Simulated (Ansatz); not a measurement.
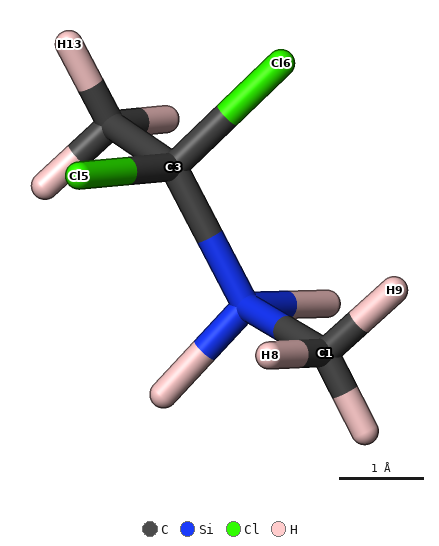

The structure as given in the input (stick view, seen at a tilt; atoms are numbered from 1 in the order of the input). Bond lengths as drawn: C–C 1.60 Å, C–Cl 1.77 to 1.82 Å, C–H 1.02 to 1.16 Å, C–Si 1.82 to 1.88 Å and H–Si 1.48 to 1.51 Å.

## Geometry relaxation of C₃H₈Cl₂Si

C₃H₈Cl₂Si, SMILES C[SiH2]C(C)(Cl)Cl, computed with RKS r2SCANh-D4/STO-3G (Ansatz 0.2.0).

It belongs to a series of runs on one base structure; here: end point A relaxed. Figures and captions count atoms from 1; the log counts them from 0 in places.

**Input file**
```yaml
crystal:
  periodic: [false, false, false]
  atoms:
    - { symbol: C, position_ang: [-1.2672, -0.3968, 1.8669] }
    - { symbol: Si, position_ang: [0.0193, -0.6879, 0.6181] }
    - { symbol: C, position_ang: [0.099, 0.5926, -0.7586] }
    - { symbol: C, position_ang: [1.2999, 0.3588, -1.7871] }
    - { symbol: Cl, position_ang: [-1.4565, 0.6292, -1.5977] }
    - { symbol: Cl, position_ang: [0.4094, 2.2071, 0.0225] }
    - { symbol: H, position_ang: [-1.306, -1.1252, 2.6309] }
    - { symbol: H, position_ang: [-2.263, -0.3175, 1.3743] }
    - { symbol: H, position_ang: [-1.1629, 0.6268, 2.3973] }
    - { symbol: H, position_ang: [1.3273, -0.7726, 1.3601] }
    - { symbol: H, position_ang: [-0.2029, -2.037, 0.0544] }
    - { symbol: H, position_ang: [1.1096, -0.6048, -2.2784] }
    - { symbol: H, position_ang: [1.1848, 1.1575, -2.5673] }
    - { symbol: H, position_ang: [2.196, 0.3406, -1.3064] }
basis:
  gaussian: { orbitals: STO-3G }
hamiltonian:
  xc: r2scanh
  dispersion: d4
relax:
  f_tol: 0.015
  max_steps: 40
output:
  orbitals: {}
```

Launch command:
```bash
ansatz run input.yaml --threads 1 --pin off --max-ram 2048MiB --backend cpu --events-out ev --progress --plain --runs-dir out
```

**Output**
```
The last accepted step is kept in [file] (removed where the run ends without a failure and the disk answers)
Engine: ansatz 0.2.0, x86_64-unknown-linux-gnu
Functional definition: r2SCANh
  parameter a = 0.1
  parameter k0 = 0.174
  parameter k1 = 0.065
  parameter a1 = 4.9479
  exchange = (1 - a)*r2scan_x(k0 = k0, k1 = k1, a1 = a1) + a*exact_x
  correlation = r2scan_c
689 factors; integrals over basis functions are off by at most 1.2e-5 eV
mean field evaluation 1: about -35757.6506 eV, gradient 2.8e1 eV
mean field evaluation 2: about -35755.0462 eV, gradient 4.2e1 eV
mean field evaluation 4: about -35760.2599 eV, gradient 5.1e-1 eV
mean field evaluation 8: about -35760.1969 eV, gradient 1.7e-2 eV
mean field -35760.19688281 eV, -1314.1629963114 hartree, gradient 2.6e-5 eV, S^2 0.000000; 0 other end points of the search recorded, 0 dependent functions left out
the calculation of the forces begins
reference -35760.19688905 eV, -1314.1629965405 hartree; 37, 37 occupied and 13, 13 virtual orbitals, 689 factors
relax step   1: F+E_penalty+E_count = -35760.30820048 eV  Δ(F+E_penalty+E_count) = +0.000e0 eV  max|allowed force component| = 5.696e0 eV/Å  Δτ_max = 0.0000 Å  (21 SCF iters, accepted)
these checks for a lower state are left out or cut short: starts, cluster_reference, orbital_swaps, neighbouring_geometries, increment
689 factors; integrals over basis functions are off by at most 1.4e-5 eV
mean field evaluation 16: about -35760.8583 eV, gradient 1.8e-1 eV
mean field -35760.85852766 eV, -1314.1873113110 hartree, gradient 2.4e-5 eV, S^2 0.000000; 0 other end points of the search recorded, 0 dependent functions left out
the calculation of the forces begins
reference -35760.85853384 eV, -1314.1873115383 hartree; 37, 37 occupied and 13, 13 virtual orbitals, 689 factors
relax step   2: F+E_penalty+E_count = -35760.97015186 eV  Δ(F+E_penalty+E_count) = -6.620e-1 eV  max|allowed force component| = 1.231e0 eV/Å  Δτ_max = 0.1272 Å  (24 SCF iters, accepted)
these checks for a lower state are left out or cut short: starts, cluster_reference, orbital_swaps, neighbouring_geometries, increment
689 factors; integrals over basis functions are off by at most 1.4e-5 eV
mean field -35760.91533146 eV, -1314.1893988120 hartree, gradient 1.7e-5 eV, S^2 0.000000; 0 other end points of the search recorded, 0 dependent functions left out
the calculation of the forces begins
reference -35760.91533765 eV, -1314.1893990395 hartree; 37, 37 occupied and 13, 13 virtual orbitals, 689 factors
relax step   3: F+E_penalty+E_count = -35761.02658731 eV  Δ(F+E_penalty+E_count) = -5.644e-2 eV  max|allowed force component| = 3.529e-1 eV/Å  Δτ_max = 0.0620 Å  (24 SCF iters, accepted)
these checks for a lower state are left out or cut short: starts, cluster_reference, orbital_swaps, neighbouring_geometries, increment
689 factors; integrals over basis functions are off by at most 1.4e-5 eV
mean field evaluation 32: about -35760.9201 eV, gradient 3.1e-4 eV
mean field -35760.92012905 eV, -1314.1895751201 hartree, gradient 1.6e-5 eV, S^2 0.000000; 0 other end points of the search recorded, 0 dependent functions left out
the calculation of the forces begins
reference -35760.92013523 eV, -1314.1895753475 hartree; 37, 37 occupied and 13, 13 virtual orbitals, 689 factors
relax step   4: F+E_penalty+E_count = -35761.03135838 eV  Δ(F+E_penalty+E_count) = -4.771e-3 eV  max|allowed force component| = 6.120e-2 eV/Å  Δτ_max = 0.0166 Å  (24 SCF iters, accepted)
these checks for a lower state are left out or cut short: starts, cluster_reference, orbital_swaps, neighbouring_geometries, increment
689 factors; integrals over basis functions are off by at most 1.4e-5 eV
mean field -35760.92057996 eV, -1314.1895916911 hartree, gradient 2.0e-5 eV, S^2 0.000000; 0 other end points of the search recorded, 0 dependent functions left out
the calculation of the forces begins
reference -35760.92058615 eV, -1314.1895919185 hartree; 37, 37 occupied and 13, 13 virtual orbitals, 689 factors
relax step   5: F+E_penalty+E_count = -35761.03184904 eV  Δ(F+E_penalty+E_count) = -4.907e-4 eV  max|allowed force component| = 1.178e-2 eV/Å  Δτ_max = 0.0075 Å  (19 SCF iters, accepted)
```

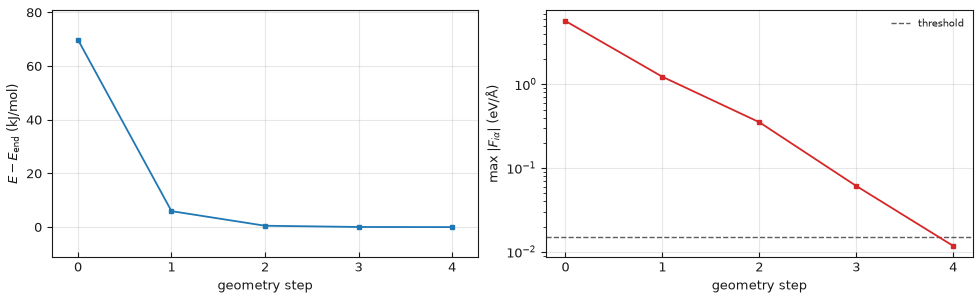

Progress of the relaxation, step by step (the first geometry is step 0 here and step 1 in the log).

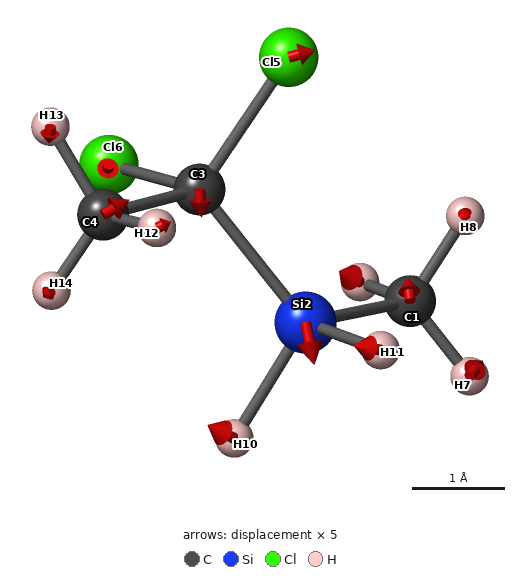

The starting structure with the displacements as red arrows, magnified 5 times (ball-and-stick view, seen at a tilt). The two geometries are laid on each other by the best rigid fit. After 4 geometry steps the energy has fallen by 69.8 kJ/mol. Largest force component: 5.7 eV/Å at the start, 0.012 eV/Å at the end. The largest move after the best rigid fit is that of Si2, 0.096 Å. By element the largest moves are Si 0.096 Å, H 0.084 Å, C 0.068 Å, Cl 0.060 Å. Distances before and after: C3–Cl5 1.768 → 1.862 Å, C4–H14 1.017 → 1.098 Å, C1–H9 1.158 → 1.093 Å, Si2–H10 1.506 → 1.443 Å. Among the angles that change: H13–C4–H14 115.6° → 109.1°, C1–Si2–H10 106.6° → 112.4°, C1–Si2–C3 115.1° → 109.6°. (Atoms are counted from 1 in the order of the input.)

```
689 factors; integrals over basis functions are off by at most 1.4e-5 eV
mean field -35760.92057996 eV, -1314.1895916911 hartree, gradient 2.0e-5 eV, S^2 0.000000; 1 other end points of the search recorded, 0 dependent functions left out
the calculation of the forces begins
reference -35760.92058615 eV, -1314.1895919185 hartree; 37, 37 occupied and 13, 13 virtual orbitals, 689 factors
Total energy: -35761.03185523 eV, -1314.1936809816 hartree
Atom 0 at    -1.300215    -0.347459     1.861014 Å, force    -0.001377     0.002584    -0.008779 eV/Å
Atom 1 at     0.063678    -0.759991     0.663558 Å, force    -0.003993     0.004963    -0.004550 eV/Å
Atom 2 at     0.129978     0.563354    -0.712800 Å, force     0.011784     0.010840     0.006796 eV/Å
Atom 3 at     1.232445     0.352172    -1.779530 Å, force     0.005513     0.003747     0.003328 eV/Å
Atom 4 at    -1.509820     0.602645    -1.594201 Å, force    -0.010318    -0.004137     0.004285 eV/Å
Atom 5 at     0.415775     2.228918     0.072816 Å, force    -0.003538    -0.010219    -0.004462 eV/Å
Atom 6 at    -1.358313    -1.094340     2.656977 Å, force    -0.000939     0.000244     0.004649 eV/Å
Atom 7 at    -2.266617    -0.317484     1.351440 Å, force     0.002342     0.000341     0.001529 eV/Å
Atom 8 at    -1.130120     0.628962     2.321445 Å, force     0.000785    -0.002007     0.000108 eV/Å
Atom 9 at     1.365029    -0.752622     1.287817 Å, force    -0.002432    -0.001558     0.005495 eV/Å
Atom 10 at    -0.154275    -2.022413    -0.001122 Å, force     0.000305    -0.002486    -0.001816 eV/Å
Atom 11 at     1.077716    -0.614513    -2.277330 Å, force    -0.001402     0.001529    -0.002737 eV/Å
Atom 12 at     1.205860     1.151165    -2.530783 Å, force    -0.002114    -0.002738     0.000462 eV/Å
Atom 13 at     2.215679     0.352405    -1.290300 Å, force     0.005381    -0.001104    -0.004307 eV/Å
Dipole moment:     0.322454    -0.531234     0.145977 e Å
```

**Trajectory as extended XYZ (Å, eV, eV/Å), 5 frames, from step=1 to step=5**
```
14
Properties=species:S:1:pos:R:3:forces:R:3 step=1 energy=-35760.30820
C    -1.2672   -0.3968    1.8669   -1.8835   4.3459   0.0007
Si    0.0193   -0.6879    0.6181    2.2329  -2.3945   0.9974
C     0.0990    0.5926   -0.7586    2.8481  -0.8644   0.2722
C     1.2999    0.3588   -1.7871   -5.6956   0.5321  -2.3304
Cl   -1.4565    0.6292   -1.5977   -1.9904   0.0362  -1.4005
Cl    0.4094    2.2071    0.0225    0.2076   1.2294   0.5506
H    -1.3060   -1.1252    2.6309    0.0019  -1.3414   0.9802
H    -2.2630   -0.3175    1.3743    0.5631  -0.4058   0.4497
H    -1.1629    0.6268    2.3973    0.1337  -1.9747  -1.0269
H     1.3273   -0.7726    1.3601   -1.0423   0.3531  -1.0246
H    -0.2029   -2.0370    0.0544    0.1082   0.9190  -0.0467
H     1.1096   -0.6048   -2.2784    0.1795  -0.0498  -0.0121
H     1.1848    1.1575   -2.5673    0.7308  -0.6561   0.7360
H     2.1960    0.3406   -1.3064    3.6060   0.2711   1.8544
14
Properties=species:S:1:pos:R:3:forces:R:3 step=2 energy=-35760.97015
C    -1.2966   -0.3473    1.8465   -0.1854   0.3945   0.3688
Si    0.0741   -0.7548    0.6691    0.0801  -0.2081  -0.2599
C     0.1092    0.5719   -0.6914    1.2306  -0.3043  -0.4730
C     1.2281    0.3435   -1.7691   -0.7058   0.1669   0.1384
Cl   -1.4629    0.5984   -1.6029   -1.0617   0.0670  -0.3634
Cl    0.4110    2.2269    0.0830    0.0159   0.2437   0.1130
H    -1.3498   -1.0942    2.6361   -0.0528  -0.1631   0.1844
H    -2.2754   -0.3175    1.3507    0.2516  -0.0019  -0.0251
H    -1.1305    0.6283    2.3299   -0.0432  -0.2731  -0.2129
H     1.3985   -0.7270    1.2650   -0.2711  -0.0778  -0.0097
H    -0.1669   -2.0113   -0.0215    0.1288   0.1888   0.1838
H     1.0638   -0.6209   -2.2695    0.0139  -0.0194   0.1183
H     1.1938    1.1348   -2.5331    0.0985  -0.0369   0.1974
H     2.1904    0.3400   -1.2638    0.5007   0.0238   0.0400
14
Properties=species:S:1:pos:R:3:forces:R:3 step=3 energy=-35761.02659
C    -1.2981   -0.3494    1.8662    0.0036  -0.1847   0.0165
Si    0.0595   -0.7545    0.6577   -0.0739  -0.0191  -0.0490
C     0.1145    0.5660   -0.7231    0.3529  -0.0284   0.1272
C     1.2396    0.3480   -1.7748   -0.1762  -0.0102   0.0705
Cl   -1.5220    0.6141   -1.5931   -0.0511  -0.0223  -0.1133
Cl    0.4105    2.2283    0.0648   -0.0096   0.0524   0.0170
H    -1.3567   -1.0979    2.6641    0.0417   0.0535  -0.0867
H    -2.2650   -0.3230    1.3593   -0.0380   0.0324  -0.0087
H    -1.1275    0.6234    2.3275    0.0030   0.1140   0.0372
H     1.3654   -0.7418    1.2672    0.0425  -0.0070   0.0362
H    -0.1588   -2.0145   -0.0124   -0.0002  -0.0060   0.0274
H     1.0854   -0.6209   -2.2683    0.0360  -0.0110  -0.0101
H     1.2193    1.1406   -2.5310    0.0115   0.0456  -0.0434
H     2.2207    0.3522   -1.2751   -0.1421  -0.0092  -0.0208
14
Properties=species:S:1:pos:R:3:forces:R:3 step=4 energy=-35761.03136
C    -1.2994   -0.3492    1.8637    0.0008  -0.0545  -0.0190
Si    0.0618   -0.7585    0.6613   -0.0155   0.0197   0.0103
C     0.1269    0.5664   -0.7150    0.0612   0.0085   0.0272
C     1.2325    0.3508   -1.7788    0.0232   0.0104   0.0502
Cl   -1.5086    0.6082   -1.5991   -0.0507  -0.0047  -0.0113
Cl    0.4153    2.2337    0.0697   -0.0084  -0.0445  -0.0150
H    -1.3578   -1.0970    2.6599    0.0145   0.0190  -0.0263
H    -2.2654   -0.3204    1.3541   -0.0192   0.0102   0.0031
H    -1.1297    0.6262    2.3241    0.0030   0.0355   0.0160
H     1.3641   -0.7502    1.2815    0.0197   0.0001   0.0174
H    -0.1549   -2.0218   -0.0016   -0.0062  -0.0026  -0.0130
H     1.0782   -0.6175   -2.2737    0.0022   0.0054  -0.0021
H     1.2094    1.1476   -2.5320   -0.0054   0.0059  -0.0115
H     2.2143    0.3525   -1.2850   -0.0191  -0.0085  -0.0258
14
Properties=species:S:1:pos:R:3:forces:R:3 step=5 energy=-35761.03185
C    -1.3002   -0.3475    1.8610   -0.0014   0.0026  -0.0088
Si    0.0637   -0.7600    0.6636   -0.0040   0.0050  -0.0046
C     0.1300    0.5634   -0.7128    0.0118   0.0108   0.0068
C     1.2324    0.3522   -1.7795    0.0055   0.0037   0.0033
Cl   -1.5098    0.6026   -1.5942   -0.0103  -0.0041   0.0043
Cl    0.4158    2.2289    0.0728   -0.0035  -0.0102  -0.0045
H    -1.3583   -1.0943    2.6570   -0.0009   0.0002   0.0046
H    -2.2666   -0.3175    1.3514    0.0023   0.0003   0.0015
H    -1.1301    0.6290    2.3214    0.0008  -0.0020   0.0001
H     1.3650   -0.7526    1.2878   -0.0024  -0.0016   0.0055
H    -0.1543   -2.0224   -0.0011    0.0003  -0.0025  -0.0018
H     1.0777   -0.6145   -2.2773   -0.0014   0.0015  -0.0027
H     1.2059    1.1512   -2.5308   -0.0021  -0.0027   0.0005
H     2.2157    0.3524   -1.2903    0.0054  -0.0011  -0.0043
```

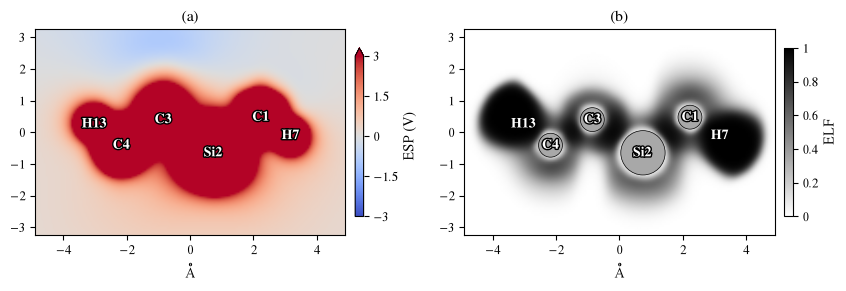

(a) molecular electrostatic potential; (b) electron localisation function on the plane of atoms Si2, C1 and H7. Grey discs, where drawn, cover atomic cores. The section cuts through C, Si and H sites. C–C (1.55 Å): the ELF peaks at about 0.95 between the atoms (localised, shared-pair bonding). C–H (1.09 Å): the ELF climbs to about 1 towards the hydrogen, as it does in any bond to H; a covalent bond by its length.

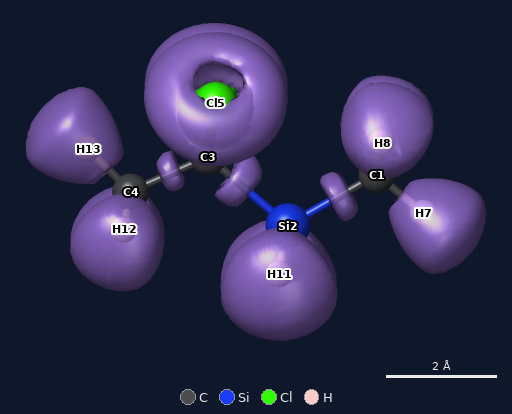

Isosurface of the electron localisation function at 0.85 (purple), seen face on. Core shells and regions of very low density are left out. Profiles from the grid: C–C (1.55 Å): the ELF peaks at about 0.95 between the atoms, which marks a covalent bond.

**Summary**

- outcome: converged
- total energy: −35761.0319 eV
- mean-field energy: −35760.9206 eV
- largest force (length of the vector) at the end: 0.017 eV/Å
- hardware: 1 thread of AMD EPYC (Zen 5), 16 GiB of memory available, shared host
- wall time: 16 s
- peak memory: 0.18 GiB
